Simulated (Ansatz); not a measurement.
## WH3Cl3O2F2: geometry relaxation (part 2 of 2)

Continued. System: WH3Cl3O2F2. Method: RKS PBE/def2-SVP (Ansatz 0.2.0). The input holds or restrains some coordinates. It belongs to a series of runs on one base structure; here: pulled along the bonds that form and break, towards end A.

Geometry of the input (Å):
```
W  0.0000  0.0000  0.0000
F  0.0000  0.0000  2.2000
Cl 2.3900  0.0000  0.0000
O  0.0000  1.9400  0.0000
H  -0.6343  2.2771  -0.7100
Cl -2.3900  0.0000  0.0000
F  0.0000  -1.8500  0.0000
Cl 0.0000  0.0000  -2.3900
O  -1.5969  1.4031  0.7063
H  -2.4693  1.1782  0.2499
H  -0.9515  0.8360  1.8599
```

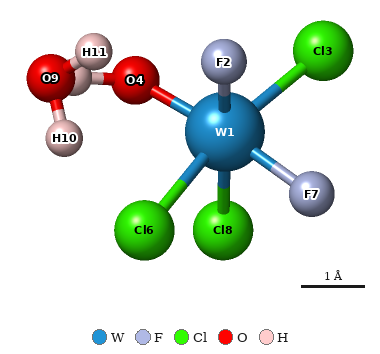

Fig. 1: The geometry at step 8 of the log (ball-and-stick view, seen at a tilt; atoms are numbered from 1 in the order of the input).

### Trajectory as extended XYZ, continued
```
11
Properties=species:S:1:pos:R:3:forces:R:3 step=2 energy=-48926.65546
W     0.1300   -0.0660    0.0100   -0.4522   4.7434   0.2242
F     0.0771   -0.0665    2.1248   -0.8087   0.7539  -2.0340
Cl    2.3919   -0.0034    0.0073    0.1837  -0.3392   0.3518
O     0.0380    1.9470   -0.0233    2.1841  -0.6345  -2.8033
H    -0.6225    2.2783   -0.7005    1.0353   0.0744   0.8502
Cl   -2.4096   -0.0673   -0.0134   -3.5406 -12.3044  -5.3567
F     0.0019   -1.8806   -0.0002   -0.2173  -1.9837  -0.1404
Cl   -0.0008   -0.0005   -2.3786    0.0755  -0.1588   0.8611
O    -1.6769    1.4972    0.8570    4.8106   4.9253   9.0570
H    -2.5092    1.2038    0.2493   -1.3631   3.3371   0.7843
H    -1.0719    0.9424    1.7837   -1.9073   1.5864  -1.7942
11
Properties=species:S:1:pos:R:3:forces:R:3 step=3 energy=-48929.73476
W     0.2142   -0.0945    0.0302   -1.9022   4.9805   0.5026
F     0.1644   -0.1387    2.0511   -0.1527   0.2291  -1.9377
Cl    2.4017   -0.0088    0.0095    1.4958  -0.2568   0.0803
O     0.0521    1.9233   -0.0499    1.4638  -2.3813  -1.7242
H    -0.6144    2.2788   -0.6938    0.6071   0.0253   0.6226
Cl   -2.4246   -0.1495   -0.0636   -1.4389  -6.7951  -3.7336
F    -0.0025   -1.9027   -0.0027   -0.2907  -1.5246  -0.1952
Cl    0.0021   -0.0041   -2.3672    0.2107  -0.3285   0.9283
O    -1.7402    1.6063    1.0056    1.2466   3.3762   4.7668
H    -2.5002    1.2126    0.2636    0.7565   1.3695   2.0856
H    -1.2047    1.0617    1.7335   -1.9959   1.3057  -1.3953
11
Properties=species:S:1:pos:R:3:forces:R:3 step=4 energy=-48931.68467
W     0.2618   -0.0944    0.0417   -2.6854   3.3091  -0.9753
F     0.2253   -0.1832    1.9606   -0.1461   0.2354  -0.6315
Cl    2.4382   -0.0139    0.0074    1.7965  -0.2485   0.0081
O     0.0694    1.8648   -0.0768    0.7125  -2.4263  -0.8867
H    -0.6027    2.2748   -0.6794    0.4105  -0.0330   0.6279
Cl   -2.4301   -0.2259   -0.1278    0.0294  -3.5038  -1.9852
F    -0.0097   -1.9176   -0.0083    0.0447  -0.5962  -0.2498
Cl    0.0097   -0.0156   -2.3472    0.3594  -0.3927   0.7679
O    -1.8312    1.7335    1.1219   -1.2593   2.4930   0.6459
H    -2.4746    1.2102    0.3097    1.5855   1.2137   2.8039
H    -1.3081    1.1516    1.7144   -0.8477  -0.0509  -0.1253
11
Properties=species:S:1:pos:R:3:forces:R:3 step=5 energy=-48933.20355
W     0.2352   -0.0727   -0.0031   -1.0317   0.3046  -1.5864
F     0.2091   -0.1543    1.8632   -0.2746   0.1287   0.5886
Cl    2.4634   -0.0442    0.0047    0.8573  -0.2499  -0.0016
O     0.1016    1.7806   -0.1101   -0.4516  -0.3146  -0.8018
H    -0.5889    2.2770   -0.6267    0.4353   0.0536   0.7353
Cl   -2.3835   -0.3252   -0.1844    0.7398  -1.3364  -0.6965
F     0.0123   -1.9209   -0.0461    0.1617  -0.3261  -0.1672
Cl    0.0505   -0.0614   -2.3506    0.3075  -0.2765   0.2102
O    -1.9232    1.8814    1.2122   -1.5439  -0.3201  -1.2685
H    -2.4210    1.1948    0.4250    1.3117   2.1547   2.8897
H    -1.4075    1.2293    1.7320   -0.5117   0.1819   0.0982
11
Properties=species:S:1:pos:R:3:forces:R:3 step=6 energy=-48933.91628
W     0.2071   -0.0723   -0.0725    0.0205  -0.5614  -1.4764
F     0.0725   -0.1078    1.7912   -0.1039   0.0073   0.5763
Cl    2.4714   -0.1208   -0.0059    0.2445  -0.1119   0.1448
O     0.1233    1.7654   -0.2035   -1.3354   0.5035  -0.8687
H    -0.6506    2.3566   -0.5099    1.1038  -0.5763   0.9840
Cl   -2.2920   -0.4217   -0.1986    0.5615  -0.4224  -0.3625
F     0.0686   -1.9449   -0.1126    0.1955  -0.0840   0.0572
Cl    0.1491   -0.1514   -2.4045    0.0818  -0.1317   0.0423
O    -1.9038    1.9788    1.1980   -1.4484  -2.4849  -0.6580
H    -2.3877    1.1675    0.5711    1.1286   2.7798   2.0736
H    -1.5099    1.3349    1.8633   -0.4486   1.0818  -0.5126
11
Properties=species:S:1:pos:R:3:forces:R:3 step=7 energy=-48934.36857
W     0.1906   -0.0839   -0.1203    0.5036  -0.4873  -1.6927
F     0.0129   -0.0636    1.7421   -0.1260  -0.0053   0.6022
Cl    2.4677   -0.1588    0.0118    0.0696  -0.0188   0.1083
O     0.1278    1.7511   -0.3019   -1.8284   0.8836  -0.2462
H    -0.7012    2.3976   -0.3229    1.5055  -1.2254   0.7933
Cl   -2.2464   -0.4540   -0.2528    0.3347  -0.2400  -0.2278
F     0.1174   -1.9665   -0.1154    0.1070  -0.0695   0.1640
Cl    0.1750   -0.2131   -2.4408    0.1155  -0.1732  -0.0531
O    -1.8924    1.9855    1.1620   -1.2956  -2.0125  -0.0298
H    -2.3795    1.1757    0.6513    0.8512   2.3034   1.2280
H    -1.5241    1.4145    1.9030   -0.2370   1.0450  -0.6463
11
Properties=species:S:1:pos:R:3:forces:R:3 step=8 energy=-48934.77136
W     0.1772   -0.0841   -0.1654    0.7706  -0.9184  -1.8053
F    -0.0234   -0.0355    1.6955   -0.1365   0.0574   0.6854
Cl    2.4628   -0.1635    0.0172   -0.0214   0.0492   0.0686
O     0.0915    1.7431   -0.3507   -1.4563   0.8314   0.1404
H    -0.7250    2.3776   -0.1313    1.0731  -1.1738   0.4866
Cl   -2.2229   -0.4822   -0.2971    0.1608  -0.0656  -0.1597
F     0.1407   -1.9749   -0.0995    0.0952   0.0068   0.2006
Cl    0.2074   -0.2720   -2.4763    0.1330  -0.1030  -0.0247
O    -1.8839    1.9798    1.1319   -0.7442  -0.1953   0.4460
H    -2.3744    1.2150    0.6936    0.1445   0.8927   0.2773
H    -1.5019    1.4812    1.8982   -0.0188   0.6185  -0.3150
11
Properties=species:S:1:pos:R:3:forces:R:3 step=9 energy=-48935.05934
W     0.1653   -0.0949   -0.2127    0.9178  -0.9164  -1.7655
F    -0.0437   -0.0109    1.6495   -0.1665   0.1030   0.7357
Cl    2.4535   -0.1483    0.0164   -0.0062   0.0970   0.0292
O     0.0232    1.7268   -0.3830   -0.5030   0.2390   0.1031
H    -0.7426    2.3038    0.0480    0.2555  -0.7165   0.3610
Cl   -2.2138   -0.4918   -0.3486    0.0243   0.0077  -0.0854
F     0.1676   -1.9858   -0.0660    0.0082   0.0274   0.1653
Cl    0.2487   -0.3131   -2.5103    0.1252  -0.0910  -0.0408
O    -1.8504    1.9930    1.1089   -0.4320   0.7375   1.0616
H    -2.3862    1.2686    0.7095   -0.1408   0.0689  -0.1315
H    -1.4738    1.5370    1.9043   -0.0826   0.4434  -0.4326
11
Properties=species:S:1:pos:R:3:forces:R:3 step=10 energy=-48935.21218
W     0.1569   -0.1029   -0.2487    1.2335  -0.5450  -1.7271
F    -0.0570   -0.0027    1.6157   -0.2344   0.1127   0.8734
Cl    2.4510   -0.1120   -0.0003   -0.0580   0.0584   0.0204
O    -0.0205    1.7138   -0.3687   -0.0222  -0.3590  -0.2142
H    -0.8236    2.1969    0.1963    0.1024  -0.3934   0.2877
Cl   -2.2200   -0.4752   -0.3988   -0.1057   0.0628  -0.0264
F     0.1647   -1.9898   -0.0260   -0.0279   0.0023   0.1072
Cl    0.2916   -0.3502   -2.5355    0.0634  -0.0652  -0.0430
O    -1.8067    2.0156    1.0878   -0.6686   1.0501   1.3815
H    -2.3606    1.3017    0.6953   -0.1836  -0.2020  -0.1892
H    -1.4278    1.5891    1.8990   -0.0990   0.2783  -0.4702
11
Properties=species:S:1:pos:R:3:forces:R:3 step=11 energy=-48935.31330
W     0.1627   -0.0975   -0.2920    1.1248  -1.1737  -1.7031
F    -0.0934    0.0156    1.5692   -0.1621   0.1914   0.9038
Cl    2.4486   -0.0642   -0.0029   -0.0022   0.0406   0.0387
O    -0.0569    1.6876   -0.4262    0.0294   0.1662   0.0217
H    -0.8297    2.1077    0.2858   -0.1337  -0.0905   0.0518
Cl   -2.2399   -0.4119   -0.4477   -0.0557  -0.0433  -0.0702
F     0.1530   -1.9766    0.0200   -0.0670   0.0190  -0.0149
Cl    0.3535   -0.4063   -2.5703   -0.0220  -0.0711   0.0844
O    -1.7826    2.0159    1.1123   -0.7033   0.7403   1.1791
H    -2.3495    1.2888    0.7193    0.1632   0.0687   0.0223
H    -1.4180    1.6254    1.9487   -0.1714   0.1523  -0.5136
11
Properties=species:S:1:pos:R:3:forces:R:3 step=12 energy=-48935.31282
W     0.1589   -0.0864   -0.3173    1.0920  -1.1811  -1.5909
F    -0.0935    0.0487    1.5435   -0.2620   0.0575   0.9927
Cl    2.4388   -0.0168    0.0197    0.0005  -0.0661  -0.0656
O    -0.0546    1.6980   -0.4240   -0.0791   0.0571  -0.1232
H    -0.8435    2.0800    0.3316   -0.0412   0.0782  -0.0345
Cl   -2.2520   -0.4106   -0.5209    0.0213   0.1688   0.1049
F     0.1066   -1.9627    0.0211    0.0481   0.0656   0.0639
Cl    0.3544   -0.4727   -2.5763    0.0734   0.0501   0.0083
O    -1.7731    2.0068    1.1263   -0.6176   0.7396   1.1919
H    -2.2895    1.2450    0.7345   -0.0649  -0.0738  -0.0339
H    -1.4044    1.6551    1.9780   -0.1705   0.1042  -0.5137
11
Properties=species:S:1:pos:R:3:forces:R:3 step=13 energy=-48935.31531
W     0.1667   -0.0859   -0.3149    1.0293  -0.9169  -1.6787
F    -0.0978    0.0403    1.5439   -0.1909   0.1575   0.9967
Cl    2.4474   -0.0359    0.0060    0.0059   0.0053   0.0054
O    -0.0679    1.6971   -0.4513   -0.0386  -0.0667   0.0839
H    -0.8621    2.0770    0.3202    0.0492   0.0054  -0.0394
Cl   -2.2516   -0.3779   -0.5092   -0.0039   0.0113   0.0255
F     0.1129   -1.9564    0.0351   -0.0260  -0.0440   0.0002
Cl    0.3803   -0.4668   -2.5732    0.0041  -0.0112   0.0024
O    -1.7650    2.0005    1.1300   -0.7674   0.7477   1.1756
H    -2.3072    1.2490    0.7460    0.0229  -0.0132  -0.0551
H    -1.4075    1.6434    1.9834   -0.0846   0.1248  -0.5165
```

### Summary

```json
{"quantity": "outcome", "value": "converged under the restraints of the input"}
{"quantity": "total energy", "value": "−48935.3154 eV"}
{"quantity": "mean-field energy", "value": "−48935.3154 eV"}
{"quantity": "largest force (length of the vector) at the end, held atoms and coordinates included", "value": "2.172 eV/Å"}
{"quantity": "hardware", "value": "4 threads of Arm Neoverse V1, 24 GiB of memory available, shared host"}
{"quantity": "wall time", "value": "50 s (CPU time 3.2 min)"}
{"quantity": "peak memory", "value": "0.28 GiB"}
```
